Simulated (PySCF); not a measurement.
# Two runs on C₆H₈F₃P

System: C₆H₈F₃P.
Method of the first run: GIAO B3LYP/pcSseg-1 NMR shielding, non-relativistic, gas phase (PySCF 2.14.0).

The geometry comes from this level: PBE0-D3(BJ)/def2-SVP. Text and figures count atoms from 1; the logs count them from 0 in places.

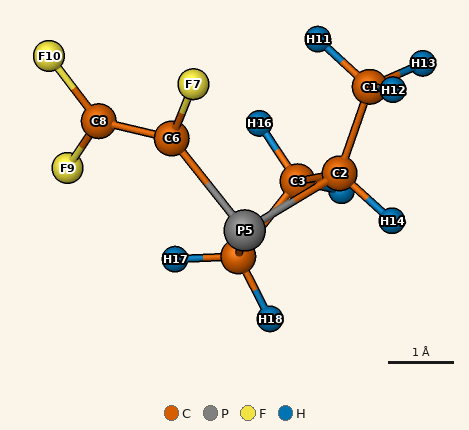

**Figure 1.** The input geometry (ball-and-stick view, seen at a tilt; atoms are numbered from 1 in the order of the input).

**Input, the first run**
```
{"job": {"kind": "nmr", "xc": "B3LYP", "basis": "pcSseg-1", "pop": false}, "charge": 0, "multiplicity": 1}
C     -1.769427     1.165238     0.360105
C     -1.255608    -0.037152    -0.393527
C     -0.647825    -1.214374     0.384275
C      0.344148    -1.651662    -0.699307
P      0.295045     0.055838    -1.494031
C      1.368686     1.006560    -0.349007
F      1.028002     2.308588    -0.295022
C      2.468252     0.654634     0.323887
F      2.951326    -0.565320     0.365171
F      3.206524     1.483311     1.018096
H     -0.998582     1.583027     1.024108
H     -2.089332     1.965527    -0.324435
H     -2.637097     0.886984     0.981056
H     -2.032918    -0.415658    -1.081618
H     -1.358804    -1.979812     0.740507
H     -0.102066    -0.832442     1.262270
H      1.312903    -2.057536    -0.386410
H     -0.109012    -2.346729    -1.423930
```

The first line tells a small driver script what to run in PySCF; the rest is the geometry in Å.

Launched with:
```bash
OMP_NUM_THREADS=1 python <driver script> task.json out
```

Hardware: 1 CPU thread, shared host.

**Output (the first run)**
```
coarse grid: 16360 points
cycle   1  E = -874.0127524945  dE =  1.424e+00  |g| = 8.337e-01  |ddm| = 3.949e+00
cycle   2  E = -873.8159277620  dE =  1.968e-01  |g| = 1.342e+00  |ddm| = 1.534e+00
cycle   3  E = -874.1379916472  dE = -3.221e-01  |g| = 1.240e-01  |ddm| = 1.056e+00
cycle   4  E = -874.1403178741  dE = -2.326e-03  |g| = 6.840e-02  |ddm| = 1.698e-01
cycle   5  E = -874.1412061139  dE = -8.882e-04  |g| = 1.729e-02  |ddm| = 7.304e-02
cycle   6  E = -874.1412636214  dE = -5.751e-05  |g| = 7.414e-03  |ddm| = 2.300e-02
cycle   7  E = -874.1412763548  dE = -1.273e-05  |g| = 1.386e-03  |ddm| = 6.709e-03
cycle   8  E = -874.1412767024  dE = -3.476e-07  |g| = 3.698e-04  |ddm| = 1.221e-03
final grid: 156968 points
cycle   9  E = -874.2266000181  dE = -4.661e-05  |g| = 6.695e-03  |ddm| = 2.778e-02
cycle  10  E = -874.2265898223  dE =  1.020e-05  |g| = 9.874e-03  |ddm| = 1.244e-02
cycle  11  E = -874.2266093354  dE = -1.951e-05  |g| = 9.136e-04  |ddm| = 7.957e-03
cycle  12  E = -874.2266094886  dE = -1.532e-07  |g| = 1.974e-04  |ddm| = 9.457e-04
cycle  13  E = -874.2266094964  dE = -7.850e-09  |g| = 5.964e-05  |ddm| = 1.846e-04
cycle  14  E = -874.2266094971  dE = -6.394e-10  |g| = 2.437e-05  |ddm| = 8.703e-05
converged SCF energy = -874.2266094971

GIAO shielding tensors (ppm)
atom      isotropic    diamagn.    paramagn.     s11        s22        s33       span
  0 C      159.007     244.107     -85.100    146.310    151.714    178.997     32.686
  1 C      142.167     253.793    -111.626    122.034    147.879    156.588     34.553
  2 C      140.269     249.583    -109.314    111.724    141.074    168.011     56.287
  3 C      160.862     254.277     -93.415    141.938    168.400    172.247     30.309
  4 P      273.853     965.603    -691.750    176.823    292.328    352.409    175.586
  5 C       39.639     257.181    -217.541      7.873     37.508     73.537     65.664
  6 F      363.854     473.582    -109.728    278.424    380.789    432.348    153.924
  7 C       10.289     250.730    -240.441    -67.655     44.651     53.871    121.526
  8 F      294.659     476.124    -181.465    268.329    294.518    321.129     52.800
  9 F      259.112     469.872    -210.760    218.199    277.233    281.904     63.704
 10 H       30.158      30.456      -0.298     25.567     31.079     33.827      8.260
 11 H       30.166      28.430       1.736     26.871     26.976     36.651      9.781
 12 H       30.195      28.260       1.935     25.824     27.567     37.195     11.371
 13 H       29.103      32.167      -3.064     25.476     29.146     32.687      7.211
 14 H       28.813      30.703      -1.891     24.251     26.284     35.902     11.651
 15 H       28.607      33.013      -4.406     26.673     27.896     31.252      4.579
 16 H       29.454      31.350      -1.897     23.868     29.341     35.151     11.283
 17 H       29.625      31.019      -1.394     26.453     27.321     35.101      8.647
```

The second run used a changed input.

**The two runs side by side**

| quantity | the first run | the second run |
| --- | --- | --- |
| outcome | converged | converged |
| total energy (hartree) | −874.226609 | −873.514477 |
| HOMO (eV) | −6.34 | −6.54 |
| LUMO (eV) | −0.35 | −0.15 |
| dipole moment (D) | 2.28 | 2.34 |
| shielding of C1 (ppm) | 159.0 | 164.8 |
| shielding of C2 (ppm) | 142.2 | 149.7 |
| shielding of C3 (ppm) | 140.3 | 146.8 |
| shielding of C4 (ppm) | 160.9 | 167.2 |
| shielding of P5 (ppm) | 273.9 | 302.7 |
| shielding of C6 (ppm) | 39.6 | 47.8 |
| shielding of C8 (ppm) | 10.3 | 17.6 |
| SCF iterations | 14 | 14 |
| basis functions | 217 | 217 |
| wall time (shared host) | 44 s | 56 s |

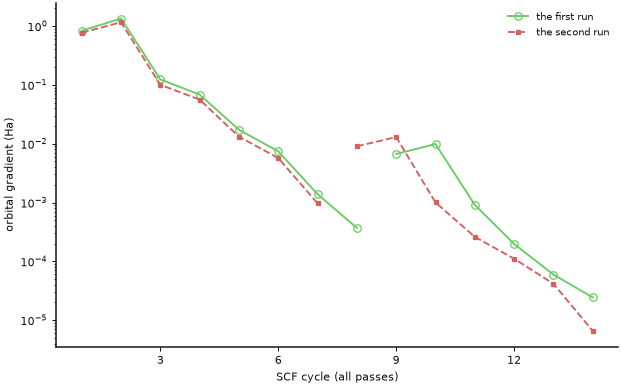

**Figure 2.** Convergence of the two runs: orbital gradient against the SCF cycle. A break in a curve parts two SCF passes (coarse and final grid). The first run takes 14 cycles in all, and the second run takes 14.

What was changed in the input?

The change (lines with − go, lines with + come):
```diff
-"xc": "B3LYP"
+"xc": "PBE0"
-"pop": false
```

The total energies belong to different methods, so their difference says nothing on which is more stable or more accurate. The HOMO goes from −6.34 to −6.54 eV. The LUMO goes from −0.35 to −0.15 eV. The dipole moment goes from 2.28 to 2.34 D. Of all shieldings, the largest change is that of P5, by +28.8 ppm. The functional changes from B3LYP to PBE0. The number of SCF iterations is the same.

**Output (the second run)**
```
coarse grid: 16360 points
cycle   1  E = -873.3254160329  dE =  1.479e+00  |g| = 7.699e-01  |ddm| = 3.947e+00
cycle   2  E = -873.1939678992  dE =  1.314e-01  |g| = 1.162e+00  |ddm| = 1.338e+00
cycle   3  E = -873.4338110918  dE = -2.398e-01  |g| = 1.003e-01  |ddm| = 8.991e-01
cycle   4  E = -873.4352557835  dE = -1.445e-03  |g| = 5.622e-02  |ddm| = 1.352e-01
cycle   5  E = -873.4358688336  dE = -6.131e-04  |g| = 1.318e-02  |ddm| = 6.044e-02
cycle   6  E = -873.4359005128  dE = -3.168e-05  |g| = 5.705e-03  |ddm| = 1.720e-02
cycle   7  E = -873.4359080007  dE = -7.488e-06  |g| = 9.669e-04  |ddm| = 5.164e-03
final grid: 156968 points
cycle   8  E = -873.5144575727  dE = -4.782e-05  |g| = 9.042e-03  |ddm| = 3.339e-02
cycle   9  E = -873.5144390304  dE =  1.854e-05  |g| = 1.297e-02  |ddm| = 1.811e-02
cycle  10  E = -873.5144771322  dE = -3.810e-05  |g| = 1.003e-03  |ddm| = 1.129e-02
cycle  11  E = -873.5144773109  dE = -1.787e-07  |g| = 2.606e-04  |ddm| = 9.675e-04
cycle  12  E = -873.5144773225  dE = -1.163e-08  |g| = 1.108e-04  |ddm| = 3.449e-04
cycle  13  E = -873.5144773253  dE = -2.810e-09  |g| = 4.160e-05  |ddm| = 1.561e-04
cycle  14  E = -873.5144773258  dE = -4.018e-10  |g| = 6.561e-06  |ddm| = 4.315e-05
converged SCF energy = -873.5144773258

GIAO shielding tensors (ppm)
atom      isotropic    diamagn.    paramagn.     s11        s22        s33       span
  0 C      164.797     244.622     -79.825    152.340    157.716    184.335     31.995
  1 C      149.690     254.221    -104.531    129.560    155.073    164.438     34.878
  2 C      146.829     249.792    -102.963    118.633    148.153    173.700     55.068
  3 C      167.225     254.598     -87.373    148.924    174.451    178.300     29.376
  4 P      302.695     964.964    -662.268    208.570    321.520    377.997    169.427
  5 C       47.799     256.725    -208.926     15.700     47.549     80.147     64.447
  6 F      368.477     472.500    -104.022    284.400    385.086    435.946    151.546
  7 C       17.598     250.635    -233.037    -59.481     52.297     59.977    119.458
  8 F      297.256     474.817    -177.561    272.286    297.241    322.241     49.955
  9 F      261.518     469.138    -207.620    217.988    281.012    285.556     67.568
 10 H       30.068      29.779       0.290     25.269     30.921     34.015      8.746
 11 H       30.067      28.262       1.805     26.572     26.746     36.884     10.312
 12 H       30.088      28.150       1.938     25.514     27.318     37.432     11.917
 13 H       28.951      32.202      -3.250     25.127     28.817     32.910      7.783
 14 H       28.741      30.713      -1.972     24.010     26.031     36.181     12.171
 15 H       28.483      32.296      -3.812     26.510     27.760     31.179      4.669
 16 H       29.342      31.049      -1.707     23.562     29.031     35.434     11.872
 17 H       29.444      31.048      -1.604     26.107     26.937     35.289      9.183
```
